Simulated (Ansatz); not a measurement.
## Sr (Fm-3m, 1 atom in the cell): converging a phonon calculation

How do the frequencies of Sr (Fm-3m, 1 atom in the cell) move with q mesh, k mesh and cutoff?

Main program and level: Ansatz 0.2.0; DFT PBE, scalar-relativistic, plane waves, PAW.

## Step 1: Starting point

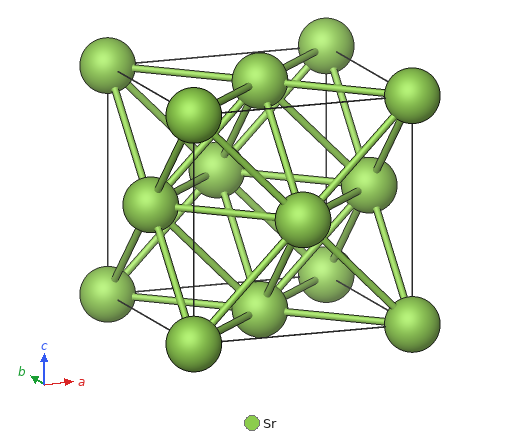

The starting structure, seen slightly off an axis (strontium green). This picture shows the conventional cell, with its axes. Some periodic images of atoms are drawn too.

## Step 2: Relaxing to small forces for the phonons

Phonons need a cell at rest on their own settings, so the relaxation is repeated with tight tolerances on forces and stress on the k mesh and occupations of the first response run.

input.yaml

```yaml
crystal:
  lattice:
    - [0.0, 3.0128200973, 3.0128200973]
    - [3.0128200973, 0.0, 3.0128200973]
    - [3.0128200973, 3.0128200973, 0.0]
  atoms:
    - { symbol: Sr, position: [0.0, 0.0, 0.0] }
kpoints:
  mp_grid: { grid: [12, 12, 12] }
hamiltonian:
  xc: pbe
scf:
  occupations: { method: methfessel_paxton, width: 0.2 }
output:
  forces: true
  stress: true
  eigenvalues: true
relax:
  adjacent_minimum: "off"
  f_tol: 0.001
  max_steps: 60
  cell: { stress_tol: 0.01 }
```

Run with:

```
> ansatz run input.yaml --threads 4 --pin off --max-ram 7168MiB --backend cpu --events-out ev --progress --plain --runs-dir out
```

Numbers of over 12 decimals in the logs are rounded to 6 here.

Log:

```text
Engine: ansatz 0.2.0, aarch64-unknown-linux-gnu
Pseudopotentials: kind: paw
Pseudopotential: Sr, paw, valence charge 10, recommended cutoff 420 eV (normal), Sr.paw.azcp
Functional definition: PBE
  parameter kappa = 0.804
  parameter beta = 0.066725
  exchange = pbe_x(kappa = kappa, mu = beta*pi^2/3)
  correlation = pbe_c(beta = beta)
Crystal: 1 atoms, lattice volume = 54.695 Å³
[...]
--- Relaxed structure (3 steps of the walk, 3 accepted, 1 SCFs on fresh bases) ---
  F+E_penalty+E_count = -3544.22071199 eV   max|allowed force component| = 0.000e0 eV/Å   (the final SCF, on the basis selected at the relaxed cell)
  cell:  # Å, volume = 54.8190 Å³
    - [0, 3.015090, 3.015090]
    - [3.015090, 0, 3.015090]
    - [3.015090, 3.015090, 0]
  atoms:
    - { symbol: Sr, position: [0.0, 0.0, 0.0] }
[key lines of the parts left out:]
SCF converged after 6 iterations
Free energy (F): -3544.220712 eV
Fermi energy:    5.096257 eV
P = ⅓ Tr σ = 0.0000 GPa (0.000 kbar)
```

It took 1.9 s on 4 threads of Arm Neoverse V2, shared host; peak memory 0.33 GiB.

Little changed from the start: no atom moved by 0.005 Å and no cell edge by 0.1 %.

Numbers from this step:

```
pressure          : 3.22e-5 GPa
volume per atom   : 54.82 Å³
gap on the k-mesh : 0 eV
```

The forces vanish by symmetry and the pressure is 0.000 GPa, within the tolerances set. The cell now holds 54.82 Å³/atom.

## Step 3: Response at finite wavevector

Stability and thermal properties need the whole zone. Linear response on a 4×4×4 q mesh gives force constants as far as a supercell of that size would.

input.yaml

```yaml
crystal:
  lattice:
    - [0.0, 3.015089922, 3.015089922]
    - [3.015089922, 0.0, 3.015089922]
    - [3.015089922, 3.015089922, 0.0]
  atoms:
    - { symbol: Sr, position: [0.0, 0.0, 0.0] }
kpoints:
  mp_grid: { grid: [12, 12, 12] }
hamiltonian:
  xc: pbe
scf:
  occupations: { method: methfessel_paxton, width: 0.2 }
output:
  eigenvalues: true
phonons:
  method: dfpt
  qmesh: [4, 4, 4]
  temperatures: { t_max: 1000, t_step: 50 }
  qpath:
    path:
      - [[0.0, 0.0, 0.0], [0.5, 0.0, 0.5], [0.625, 0.25, 0.625]]
      - [[0.375, 0.375, 0.75], [0.0, 0.0, 0.0], [0.5, 0.5, 0.5], [0.5, 0.25, 0.75], [0.5, 0.0, 0.5]]
    npoints: 10
```

Log:

```text
[...]
Crystal: 1 atoms, lattice volume = 54.819 Å³
Basis set: ecut = 420 eV, 1067 PW (Γ), exchange–correlation on 60×60×60 points (8 copies of the dense FFT grid, shifted against one another)
Bands: 9, of which v1, the nominal top of the filled ones, is band 5 counted from 1 (4 counted from 0)
Symmetry: 48 space group operations
k-points: 72 of 1728
[...]
SCF iter   1: F=—  HF=-3544.220163 eV  |F-HF|=—  |Δ(HF+E_count)|=         —  Δρ=9.89e-4  dr2=8.93e-4  ethr=1.77e-3  ⟨swp⟩=6.5  Hψ=5538  notcnv=0
[...]
SCF iter   8: F=-3544.220712 eV  HF=-3544.220712 eV  |F-HF|=1.36e-12  |Δ(HF+E_count)|=  1.55e-11  S|Δr|=    0.00e0  Δρ=2.72e-8  dr2=9.38e-14  ethr=1.00e-12  ⟨swp⟩=7.4  Hψ=3515  notcnv=0
SCF 1 converged in 8 iterations: F = -3544.220712 eV  dr2 = 9.38e-14
[...]
NSCF: frozen V_eff on 72 k-points
[...]
DFPT response loops at q = (0, 0, 0) (fractional): preconditioner auto → Kerker (q_TF=auto, 2.055 Å⁻¹) (partly filled bands, converged f_vac=0.000); β = 1.00, the filter's whole step (`scf.mixing.beta` (0.50) is not read by the response loops under this deck's `scf.mixing.preconditioner`; to damp them name `kerker` or `kerker_dos`, under which they read `scf.mixing.beta`, and type it under 1.00, their step now; both keys bind the ground state too); Broyden in place of MSR1
[...]
SCF converged after 8 iterations
[...]
Free energy (F): -3544.220712 eV
[...]
Internal energy: -3544.219405 eV  (E = F + TS)
E sigma→0 (E₀):  -3544.220385 eV
Entropy (-TS):   -0.001307 eV (-1.307 meV/atom)
Fermi energy:    5.096257 eV
[...]
--- Band table (eV; the first three rows and the last of 72) ---
[...]
--- Phonons (Γ-DFPT): 1 representative perturbation + reference (Σ response iterations 3) ---
  ASR residual: 6.229e-5 → 0.000e0 eV/Å²; symmetrization residual: 5.551e-16 eV/Å²
  ASR residual per site (eV/Å²): 6.23e-5
  Γ frequencies (cm⁻¹): 0.00 0.00 0.00
--- Phonons (arbitrary-q DFPT): 8 irreducible q on the 4×4×4 mesh ---
  q = [0.0000, 0.0000, 0.0000] (star 1, of the zone-centre solve; hermiticity 2.15e-12, symmetrization 8.91e-12): -0.00 0.00 0.00
  q = [0.0000, 0.0000, 0.2500] (star 8, 1 solved perturbation on 936 of 1728 k-point pairs; hermiticity 7.62e-14, symmetrization 4.35e-13): 32.49 32.49 69.55
[...]
q = [0.0000, 0.2500, 0.2500] (star 6, 2 solved perturbations in 804 linear systems a pass and spin channel, the states on 510 of 1728 k-point pairs; hermiticity 3.18e-13, symmetrization 2.37e-13): 54.86 54.86 67.59
[...]
sum rule: each row above includes the acoustic sum rule's correction from the zone centre's row sums; it moved no ω² by more than (0.44 cm⁻¹)²
  mesh force constants: q→R imaginary residual 0.00e0; ASR residual 6.229e-5 → 0.000e0 eV/Å²; symmetrization residual 6.661e-16 eV/Å²
  interpolated dispersion: 62 rows × 3 modes
  density of states and harmonic sums: on the 20×20×20 q-mesh, interpolated from the force constants of a 4×4×4 supercell (no non-analytic term)
  largest difference from the sums on the solved wave vectors: F 1.49e-2 eV, S 1.89e-5 and C_V 4.01e-6 eV/K
  zero-point energy: 0.012748 eV/cell   skipped modes (ω ≤ 0): 3   left out of the sums: 1.25e-4 of the cell's modes: C_V's classical limit lies that fraction below 3 k_B per atom; for a crystal, a wire or a layer, F and S can be off by more, and a phonons.interpolated_qmesh denser along its periods is the remedy for the sampling
```

The job ended after 60 s (4 threads; peak memory 1.9 GiB; 3.9 min of CPU time).

In the SCF lines HF is the Harris–Foulkes energy and dr2 the Hartree energy of the density residual, in eV; the loop may stop once dr2 is under the threshold and the program's other checks hold. Hψ counts applications of the Hamiltonian.

Numbers from this step:

- sum-rule residual before enforcement: 6.23e-5 eV/Å²
- lowest frequency on the path: 0 cm⁻¹
- highest frequency on the path or at a solved wavevector: 102.8 cm⁻¹
- mean frequency: 68.5 cm⁻¹
- Debye temperature (second moment): 132 K
- logarithmic mean frequency: 65.1 cm⁻¹
- lowest mode on the q mesh (acoustic modes at Γ apart): 32.49 cm⁻¹
- zero-point energy per atom: 12.75 meV
- heat capacity at 300 K: 24.70 J/(mol atoms K)
- vibrational entropy at 300 K: 54.09 J/(mol atoms K)

Frequencies (cm⁻¹) solved at each irreducible wavevector; negative means imaginary. Frequencies by wavevector, by row:

```
q in reciprocal lattice units  star  mode 1  mode 2  mode 3
                        0 0 0     1       0       0       0
                     0 0 0.25     8    32.5    32.5    69.5
                     0 0 -0.5     4    48.6    48.6    94.7
                  0 0.25 0.25     6    54.9    54.9    67.6
                  0 0.25 -0.5    24    64.1    71.2    94.1
                 0 0.25 -0.25    12    44.5    74.8    83.2
                  0 -0.5 -0.5     3    77.5    77.5   102.8
              0.25 -0.5 -0.25     6    66.7    91.4    91.4
```

Interpolated from a 4×4×4 q mesh. Phonon branches along the path, in cm⁻¹:

```
    point  branch 1  branch 2  branch 3
        Γ         0         0         0
        X        78        78       103
        U        68        83        96
jump to K        68        83        96
        Γ         0         0         0
        L        49        49        95
        W        67        91        91
        X        78        78       103
```

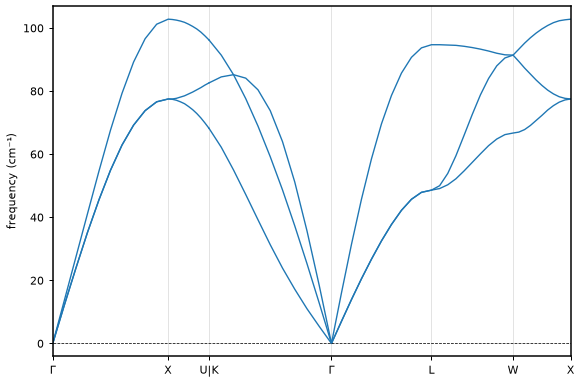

Phonon branches along the path.

Symmetry leaves 8 wavevectors to solve. The lowest mode among them, the acoustic zeros apart, lies at q = (0, 0, 0.25) and is real, 32.5 cm⁻¹.

## Step 4: Another q mesh, q mesh 2×2×2

The q mesh is changed to 2×2×2, to see how far the force constants must reach.

Edit input.yaml of step 3 so:

```diff
@@ -17,3 +17,3 @@
   method: dfpt
-  qmesh: [4, 4, 4]
+  qmesh: [2, 2, 2]
   temperatures: { t_max: 1000, t_step: 50 }
```

Log:

```text
[...]
Crystal: 1 atoms, lattice volume = 54.819 Å³
Basis set: ecut = 420 eV, 1067 PW (Γ), exchange–correlation on 60×60×60 points (8 copies of the dense FFT grid, shifted against one another)
Bands: 9, of which v1, the nominal top of the filled ones, is band 5 counted from 1 (4 counted from 0)
Symmetry: 48 space group operations
k-points: 72 of 1728
[...]
SCF iter   1: F=—  HF=-3544.220163 eV  |F-HF|=—  |Δ(HF+E_count)|=         —  Δρ=9.89e-4  dr2=8.93e-4  ethr=1.77e-3  ⟨swp⟩=6.5  Hψ=5538  notcnv=0
[...]
SCF iter   8: F=-3544.220712 eV  HF=-3544.220712 eV  |F-HF|=1.36e-12  |Δ(HF+E_count)|=  1.55e-11  S|Δr|=    0.00e0  Δρ=2.72e-8  dr2=9.38e-14  ethr=1.00e-12  ⟨swp⟩=7.4  Hψ=3515  notcnv=0
SCF 1 converged in 8 iterations: F = -3544.220712 eV  dr2 = 9.38e-14
[...]
SCF converged after 8 iterations
[...]
Free energy (F): -3544.220712 eV
[...]
Internal energy: -3544.219405 eV  (E = F + TS)
E sigma→0 (E₀):  -3544.220385 eV
Entropy (-TS):   -0.001307 eV (-1.307 meV/atom)
Fermi energy:    5.096257 eV
[...]
--- Band table (eV; the first three rows and the last of 72) ---
[...]
ASR residual: 6.229e-5 → 0.000e0 eV/Å²; symmetrization residual: 5.551e-16 eV/Å²
  ASR residual per site (eV/Å²): 6.23e-5
  Γ frequencies (cm⁻¹): 0.00 0.00 0.00
--- Phonons (arbitrary-q DFPT): 3 irreducible q on the 2×2×2 mesh ---
[...]
interpolated dispersion: 62 rows × 3 modes
[...]
```

Elapsed: 10 s, on 4 threads; peak memory 0.81 GiB; 39 s of CPU time.

Numbers from this step:

```
mean frequency                                        : 69 cm⁻¹
Debye temperature (second moment)                     : 133 K
logarithmic mean frequency                            : 65.9 cm⁻¹
lowest mode on the q mesh (acoustic modes at Γ apart) : 48.62 cm⁻¹
zero-point energy per atom                            : 12.83 meV
vibrational entropy at 300 K                          : 53.77 J/(mol atoms K)
```

Frequencies (cm⁻¹) solved at each irreducible wavevector; negative means imaginary. Frequencies by wavevector, by row:

| q in reciprocal lattice units | star | mode 1 | mode 2 | mode 3 |
| --- | --- | --- | --- | --- |
| 0 0 0 | 1 | 0 | 0 | 0 |
| 0 0 -0.5 | 4 | 48.6 | 48.6 | 94.7 |
| 0 -0.5 -0.5 | 3 | 77.5 | 77.5 | 102.8 |

Interpolated from a 2×2×2 q mesh, rough between the solved points. Phonon branches along the path, in cm⁻¹:

```
    point  branch 1  branch 2  branch 3
        Γ         0         0         0
        X        78        78       103
        U        71        85        94
jump to K        71        85        94
        Γ         0         0         0
        L        49        49        95
        W        75        89        89
        X        78        78       103
```

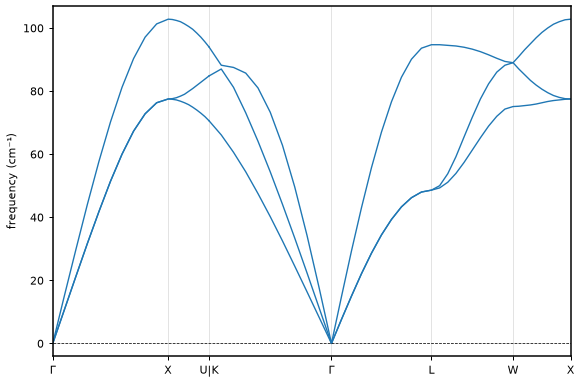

Phonon branches along the path.

The mean frequency is 69.0 cm⁻¹, +0.5 cm⁻¹ against the base run.

On this path the spectrum ends at 103 cm⁻¹ (at X). No branch goes imaginary on this path.

## Step 5: Another q mesh, q mesh 3×3×3

The q mesh is changed to 3×3×3, to see how far the force constants must reach.

Edit input.yaml of step 4 so:

```diff
@@ -17,3 +17,3 @@
   method: dfpt
-  qmesh: [2, 2, 2]
+  qmesh: [3, 3, 3]
   temperatures: { t_max: 1000, t_step: 50 }
```

Log:

```text
[...]
Crystal: 1 atoms, lattice volume = 54.819 Å³
Basis set: ecut = 420 eV, 1067 PW (Γ), exchange–correlation on 60×60×60 points (8 copies of the dense FFT grid, shifted against one another)
Bands: 9, of which v1, the nominal top of the filled ones, is band 5 counted from 1 (4 counted from 0)
Symmetry: 48 space group operations
k-points: 72 of 1728
[...]
E sigma→0 (E₀):  -3544.220385 eV
Entropy (-TS):   -0.001307 eV (-1.307 meV/atom)
Fermi energy:    5.096257 eV
[...]
--- Band table (eV; the first three rows and the last of 72) ---
[...]
ASR residual: 6.229e-5 → 0.000e0 eV/Å²; symmetrization residual: 5.551e-16 eV/Å²
  ASR residual per site (eV/Å²): 6.23e-5
  Γ frequencies (cm⁻¹): 0.00 0.00 0.00
--- Phonons (arbitrary-q DFPT): 4 irreducible q on the 3×3×3 mesh ---
[...]
interpolated dispersion: 62 rows × 3 modes
[...]
[key lines of the parts left out:]
SCF converged after 8 iterations
Free energy (F): -3544.220712 eV
```

Run time: 27 s. Hardware: 4 threads; peak memory 1.2 GiB.

Frequencies (cm⁻¹) solved at each irreducible wavevector; negative means imaginary. Frequencies by wavevector, by row:

```
q in reciprocal lattice units  star  mode 1  mode 2  mode 3
                        0 0 0     1       0       0       0
                   0 0 0.3333     8    41.1    41.1    83.5
              0 0.3333 0.3333     6    67.2    67.2    86.1
             0 0.3333 -0.3333    12    60.7    84.1    90.6
```

The mean frequency is 68.5 cm⁻¹, +0.0 cm⁻¹ against the base run.

## Step 6: Another q mesh, q mesh 6×6×6

The q mesh is changed to 6×6×6, to see how far the force constants must reach.

Edit input.yaml of step 5 so:

```diff
@@ -17,3 +17,3 @@
   method: dfpt
-  qmesh: [3, 3, 3]
+  qmesh: [6, 6, 6]
   temperatures: { t_max: 1000, t_step: 50 }
```

Log:

```text
[...]
Crystal: 1 atoms, lattice volume = 54.819 Å³
Basis set: ecut = 420 eV, 1067 PW (Γ), exchange–correlation on 60×60×60 points (8 copies of the dense FFT grid, shifted against one another)
Bands: 9, of which v1, the nominal top of the filled ones, is band 5 counted from 1 (4 counted from 0)
Symmetry: 48 space group operations
k-points: 72 of 1728
[...]
ASR residual: 6.229e-5 → 0.000e0 eV/Å²; symmetrization residual: 5.551e-16 eV/Å²
  ASR residual per site (eV/Å²): 6.23e-5
  Γ frequencies (cm⁻¹): 0.00 0.00 0.00
--- Phonons (arbitrary-q DFPT): 16 irreducible q on the 6×6×6 mesh ---
[...]
q = [0.1667, 0.3333, -0.5000] (star 24, 3 solved perturbations on 936 of 1728 k-point pairs; hermiticity 3.08e-8, symmetrization 1.31e-13): 56.62 75.77 87.89
[...]
interpolated dispersion: 62 rows × 3 modes
[...]
[key lines of the parts left out:]
SCF converged after 8 iterations
Free energy (F): -3544.220712 eV
Fermi energy:    5.096257 eV
```

The job ended after 3.1 min (4 threads; peak memory 1.9 GiB).

The mean frequency is 68.5 cm⁻¹, +0.0 cm⁻¹ against the base run.

## Step 7: Comparing the runs

Times are for 4 threads of Arm Neoverse V2, shared host. The series side by side:

```
no.  q mesh    k-mesh  mean frequency (cm⁻¹)  zero-point energy per atom (meV)  lowest frequency on the path (cm⁻¹)     time  memory (GiB)
  1   2×2×2  12×12×12                     69                             12.83                                    0     10 s          0.81
  2   3×3×3  12×12×12                   68.5                             12.74                                    0     27 s           1.2
  3   6×6×6  12×12×12                   68.5                             12.74                                    0  3.1 min           1.9
```

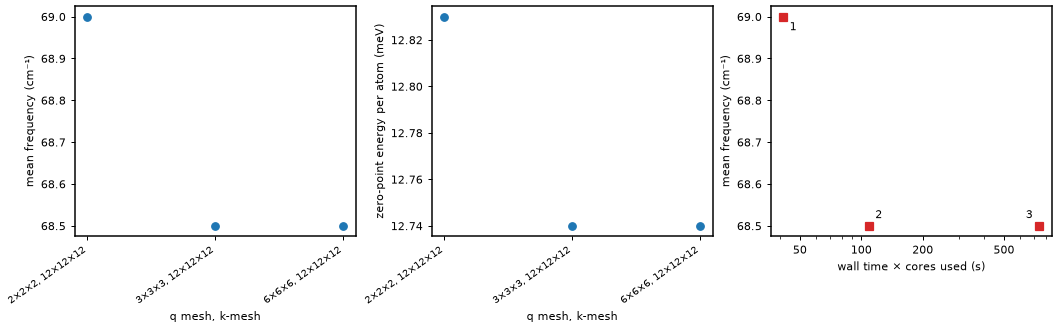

The series as plots; the last panel sets the first result against cost, with the runs numbered as in the table.

The phonon density of states has structure finer than the step of the table below, so its rows give means over 5 cm⁻¹, whole bins alone (the curve runs from 0.5 to 102 cm⁻¹). Peaks (cm⁻¹: height): 2×2×2, 12×12×12 74.5: 0.0629, 92.5: 0.108; 3×3×3, 12×12×12 65.5: 0.0597, 93.5: 0.100; 6×6×6, 12×12×12 65.5: 0.0590, 93.5: 0.122.

The runs together. Table of phonon density of states by wavenumber; means over each step; values in 1/cm⁻¹/cell:

| wavenumber (cm⁻¹) | 2×2×2, 12×12×12 | 3×3×3, 12×12×12 | 6×6×6, 12×12×12 |
| --- | --- | --- | --- |
| 5 | 1.5e-4 | 1.2e-4 | 2.6e-4 |
| 10 | 7.6e-4 | 6.6e-4 | 0.00138 |
| 15 | 0.00188 | 0.00176 | 0.00281 |
| 20 | 0.00355 | 0.00341 | 0.00451 |
| 25 | 0.00568 | 0.00555 | 0.00676 |
| 30 | 0.00863 | 0.00874 | 0.00984 |
| 35 | 0.0125 | 0.0131 | 0.0138 |
| 40 | 0.0178 | 0.0195 | 0.0192 |
| 45 | 0.0262 | 0.0322 | 0.0275 |
| 50 | 0.0415 | 0.0439 | 0.0417 |
| 55 | 0.0466 | 0.0484 | 0.0479 |
| 60 | 0.0501 | 0.0533 | 0.0530 |
| 65 | 0.0541 | 0.0580 | 0.0566 |
| 70 | 0.0587 | 0.0491 | 0.0472 |
| 75 | 0.0567 | 0.0464 | 0.0443 |
| 80 | 0.0454 | 0.0480 | 0.0478 |
| 85 | 0.0420 | 0.0422 | 0.0449 |
| 90 | 0.0687 | 0.0565 | 0.0583 |
| 95 | 0.0493 | 0.0549 | 0.0595 |
| 100 | 0.00946 | 0.0129 | 0.0126 |

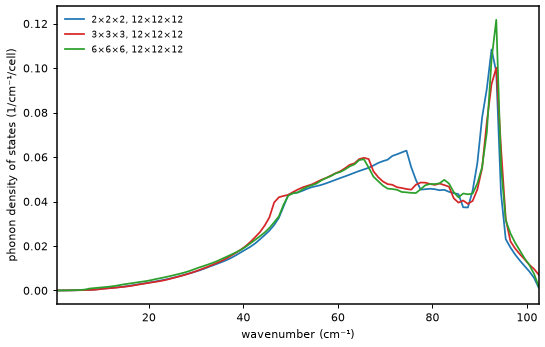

Phonon density of states, plotted against wavenumber.

The runs together, line C_V. The C_V by temperature; values in J/mol-atom/K:

| temperature (K) | 2×2×2, 12×12×12 | 3×3×3, 12×12×12 | 6×6×6, 12×12×12 |
| --- | --- | --- | --- |
| 0 | 0 | 0 | 0 |
| 50 | 18.0 | 18.1 | 18.1 |
| 100 | 22.9 | 22.9 | 22.9 |
| 150 | 24.0 | 24 | 24.0 |
| 200 | 24.4 | 24.4 | 24.4 |
| 250 | 24.6 | 24.6 | 24.6 |
| 300 | 24.7 | 24.7 | 24.7 |
| 350 | 24.8 | 24.8 | 24.8 |
| 400 | 24.8 | 24.8 | 24.8 |
| 450 | 24.8 | 24.8 | 24.8 |
| 500 | 24.9 | 24.9 | 24.9 |
| 550 | 24.9 | 24.9 | 24.9 |
| 600 | 24.9 | 24.9 | 24.9 |
| 650 | 24.9 | 24.9 | 24.9 |
| 700 | 24.9 | 24.9 | 24.9 |
| 750 | 24.9 | 24.9 | 24.9 |
| 800 | 24.9 | 24.9 | 24.9 |
| 850 | 24.9 | 24.9 | 24.9 |
| 900 | 24.9 | 24.9 | 24.9 |
| 950 | 24.9 | 24.9 | 24.9 |
| 1000 | 24.9 | 24.9 | 24.9 |

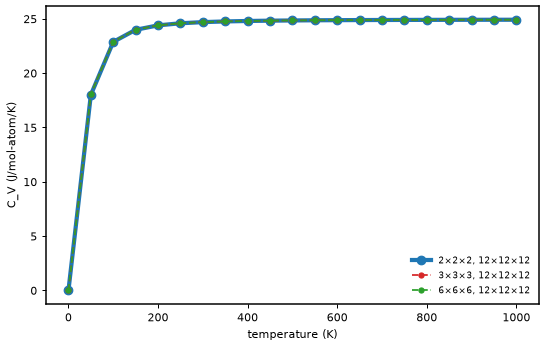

C_V against temperature.

## Step 8: Another k mesh, k-mesh 4×4×4, q mesh 2×2×2

The k mesh is changed to 4×4×4 on a small fixed q mesh, to find the coarsest that serves.

Edit input.yaml of step 6 so:

```diff
@@ -8,3 +8,3 @@
 kpoints:
-  mp_grid: { grid: [12, 12, 12] }
+  mp_grid: { grid: [4, 4, 4] }
 hamiltonian:
@@ -17,3 +17,3 @@
   method: dfpt
-  qmesh: [6, 6, 6]
+  qmesh: [2, 2, 2]
   temperatures: { t_max: 1000, t_step: 50 }
```

Log:

```text
[...]
Crystal: 1 atoms, lattice volume = 54.819 Å³
Basis set: ecut = 420 eV, 1067 PW (Γ), exchange–correlation on 60×60×60 points (8 copies of the dense FFT grid, shifted against one another)
Bands: 9, of which v1, the nominal top of the filled ones, is band 5 counted from 1 (4 counted from 0)
Symmetry: 48 space group operations
k-points: 8 of 64
[...]
SCF iter   1: F=—  HF=-3544.259588 eV  |F-HF|=—  |Δ(HF+E_count)|=         —  Δρ=1.79e-3  dr2=3.85e-3  ethr=1.77e-3  ⟨swp⟩=6.8  Hψ=594  notcnv=0
[...]
SCF iter   7: F=-3544.259655 eV  HF=-3544.259655 eV  |F-HF|=9.09e-13  |Δ(HF+E_count)|=  2.27e-12  S|Δr|=    0.00e0  Δρ=2.70e-8  dr2=9.32e-14  ethr=1.00e-12  ⟨swp⟩=7.1  Hψ=384  notcnv=0
SCF 1 converged in 7 iterations: F = -3544.259655 eV  dr2 = 9.32e-14
[...]
SCF converged after 7 iterations
[...]
Free energy (F): -3544.259655 eV
[...]
Internal energy: -3544.261416 eV  (E = F + TS)
E sigma→0 (E₀):  -3544.260095 eV
Entropy (-TS):   0.001761 eV (1.761 meV/atom)
Fermi energy:    5.196712 eV
Step filling:    the computed levels leave a gap of 0.0007 eV = 0.0 smearing widths at the electron count; against every level under it full and every level over it empty, smearing changes F+E_penalty+E_count by -4.276 meV and its σ→0 estimate by -4.716 meV
[...]
--- Band table (eV; the first three rows and the last of 8) ---
[...]
ASR residual: 5.809e-5 → 0.000e0 eV/Å²; symmetrization residual: 2.258e-16 eV/Å²
  ASR residual per site (eV/Å²): 5.81e-5
  Γ frequencies (cm⁻¹): 0.00 0.00 0.00
--- Phonons (arbitrary-q DFPT): 3 irreducible q on the 2×2×2 mesh ---
[...]
interpolated dispersion: 62 rows × 3 modes
[...]
```

Elapsed: 1.5 s, on 4 threads; peak memory 0.38 GiB.

The run finished; it serves as a test, and its numbers are not taken as the result.

(Continued in part 2 of 2.)

[Logs are printed without paths, hosts, clocks, repeated set-up lines and the standing remarks that a program may print on its own settings, such as how far it seeks lower states.]

[Hosts, paths, dates, database ids (printed as entryN), source tags and the programs' standing remarks are cut or masked in the printed files.]
